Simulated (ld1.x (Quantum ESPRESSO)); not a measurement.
# Pseudopotential generation: Tl (part 2 of 2)

Continued. System: thallium (Tl, Z = 81), core [Xe] 4f14 5d10, reference valence 6s2 6p1, valence charge 3. Method: TM potential, PBE, scalar-relativistic, made with ld1.x (Quantum ESPRESSO) 7.5.

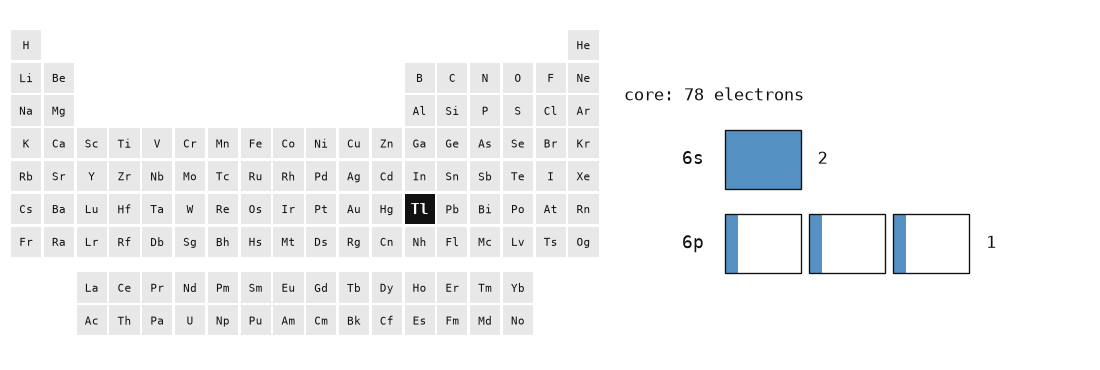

Left, the place of thallium in the periodic table; right, the valence shells of the reference configuration: a box for each of the 2l + 1 orbitals, shaded by the share of the shell that is filled, with the electron count at the right.

Output of the test run (extracts), continued:
```
     ---------------------- Testing the pseudopotential ----------------------

     Tl
     scalar relativistic calculation

     atomic number is 81.00   valence charge is  3.00
     dft =PBE   lsd =0 sic =0 latt =0  beta=0.20 tr2=1.0E-14
     mesh =1281 r(mesh) = 100.03807 xmin = -7.00 dx = 0.01250

     n l     nl             e AE (Ry)        e PS (Ry)    De AE-PS (Ry)
     1 0     6S   1( 1.00)       -0.79315       -0.80273        0.00958  !
     2 1     6P   1( 2.00)       -0.23323       -0.23545        0.00222

     eps = 8.5E-15  iter =  7

     Etot =  -40491.356445 Ry,  -20245.678222 Ha, -550912.969924 eV
     Etotps =    -8.116195 Ry,      -4.058097 Ha,    -110.426454 eV
     dEtot_ae =       0.544085 Ry
     dEtot_ps =       0.547914 Ry,   Delta E=      -0.003829 Ry

     Ekin =       1.432855 Ry,       0.716427 Ha,      19.494982 eV
     Encl =      -6.208342 Ry,      -3.104171 Ha,     -84.468792 eV
     Ehrt =       2.567484 Ry,       1.283742 Ha,      34.932403 eV
     Ecxc =      -6.078286 Ry,      -3.039143 Ha,     -82.699288 eV
     (Ecc =      -4.442081 Ry,      -2.221041 Ha,     -60.437591 eV)
     Epseu=       0.170094 Ry,       0.085047 Ha,       2.314242 eV

     ---------------------- End of pseudopotential test ----------------------

     ---------------------- Testing the pseudopotential ----------------------

     Tl
     scalar relativistic calculation

     atomic number is 81.00   valence charge is  3.00
     dft =PBE   lsd =0 sic =0 latt =0  beta=0.20 tr2=1.0E-14
     mesh =1281 r(mesh) = 100.03807 xmin = -7.00 dx = 0.01250

     n l     nl             e AE (Ry)        e PS (Ry)    De AE-PS (Ry)
     1 0     6S   1( 2.00)       -0.57967       -0.57897       -0.00070
     2 1     6P   1( 1.30)       -0.07037       -0.07017       -0.00019

     eps = 1.2E-17  iter =  9

     Etot =  -40491.936806 Ry,  -20245.968403 Ha, -550920.866143 eV
     Etotps =    -8.700356 Ry,      -4.350178 Ha,    -118.374379 eV
     dEtot_ae =      -0.036276 Ry
     dEtot_ps =      -0.036248 Ry,   Delta E=      -0.000028 Ry

     Ekin =       1.411953 Ry,       0.705976 Ha,      19.210596 eV
     Encl =      -7.012414 Ry,      -3.506207 Ha,     -95.408757 eV
     Ehrt =       3.192104 Ry,       1.596052 Ha,      43.430782 eV
     Ecxc =      -6.372064 Ry,      -3.186032 Ha,     -86.696345 eV
     (Ecc =      -4.442081 Ry,      -2.221041 Ha,     -60.437591 eV)
     Epseu=       0.080065 Ry,       0.040033 Ha,       1.089344 eV

     ---------------------- End of pseudopotential test ----------------------

     ---------------------- Testing the pseudopotential ----------------------

     Tl
     scalar relativistic calculation

     atomic number is 81.00   valence charge is  3.00
     dft =PBE   lsd =0 sic =0 latt =0  beta=0.20 tr2=1.0E-14
     mesh =1281 r(mesh) = 100.03807 xmin = -7.00 dx = 0.01250

     n l     nl             e AE (Ry)        e PS (Ry)    De AE-PS (Ry)
     1 0     6S   1( 0.00)       -0.87242       -0.89178        0.01936  !
     2 1     6P   1( 3.00)       -0.28501       -0.28957        0.00456

     eps = 5.0E-15  iter = 13

     Etot =  -40490.782601 Ry,  -20245.391300 Ha, -550905.162378 eV
     Etotps =    -7.531149 Ry,      -3.765575 Ha,    -102.466508 eV
     dEtot_ae =       1.117929 Ry
     dEtot_ps =       1.132959 Ry,   Delta E=      -0.015030 Ry

     Ekin =       1.530379 Ry,       0.765190 Ha,      20.821868 eV
     Encl =      -5.867756 Ry,      -2.933878 Ha,     -79.834885 eV
     Ehrt =       2.405165 Ry,       1.202583 Ha,      32.723938 eV
     Ecxc =      -5.890319 Ry,      -2.945159 Ha,     -80.141870 eV
     (Ecc =      -4.442081 Ry,      -2.221041 Ha,     -60.437591 eV)
     Epseu=       0.291381 Ry,       0.145691 Ha,       3.964441 eV

     ---------------------- End of pseudopotential test ----------------------

     ---------------------- Testing the pseudopotential ----------------------

     Tl
     scalar relativistic calculation

     atomic number is 81.00   valence charge is  3.00
     dft =PBE   lsd =0 sic =0 latt =0  beta=0.20 tr2=1.0E-14
     mesh =1281 r(mesh) = 100.03807 xmin = -7.00 dx = 0.01250

     n l     nl             e AE (Ry)        e PS (Ry)    De AE-PS (Ry)
     1 0     6S   1( 1.00)       -1.29043       -1.31206        0.02163  !
     2 1     6P   1( 1.00)       -0.66987       -0.68051        0.01064  !

     eps = 9.7E-15  iter = 10

     Etot =  -40490.912387 Ry,  -20245.456194 Ha, -550906.928209 eV
     Etotps =    -7.666184 Ry,      -3.833092 Ha,    -104.303753 eV
     dEtot_ae =       0.988143 Ry
     dEtot_ps =       0.997924 Ry,   Delta E=      -0.009781 Ry

     Ekin =       1.130384 Ry,       0.565192 Ha,      15.379654 eV
     Encl =      -4.533430 Ry,      -2.266715 Ha,     -61.680464 eV
     Ehrt =       1.316567 Ry,       0.658283 Ha,      17.912805 eV
     Ecxc =      -5.693128 Ry,      -2.846564 Ha,     -77.458951 eV
     (Ecc =      -4.442081 Ry,      -2.221041 Ha,     -60.437591 eV)
     Epseu=       0.113423 Ry,       0.056712 Ha,       1.543203 eV

     ---------------------- End of pseudopotential test ----------------------
```

Results in brief:

- outcome: generated, with a ghost state
- cutoffs needed: 40 Ry and 90 Ry (the cutoffs, on a coarse ladder, from which the occupation-weighted sum of valence levels, in a spherical-Bessel basis at the reference potential, stays within 10 and 1 mRy of its value at 400 Ry); ghost states and empty shells don't enter this sum
- ghost test: ghost state below the valence levels: d at -25.2 eV (spherical-Bessel basis up to 400 Ry, 20 bohr box)
- largest excitation error: -392 meV (all-electron minus pseudo) for 6s1 6p0, out of 7 test configurations
- range over which the phases arctan(r u′/u) at the test radius agree within 0.05 rad (a looser test near the poles than one of phase shifts): s: up to about 1.6 Ry; p: up to about 4.1 Ry; d: between about -0.6 and 1.3 Ry
- hardware: 1 CPU thread, shared host
- wall time: 1.7 s

Remarks:

The potential has a bound ghost state, so it can't be used as it stands. An excitation error of 392 meV in its own tests makes this a poorly transferable potential.
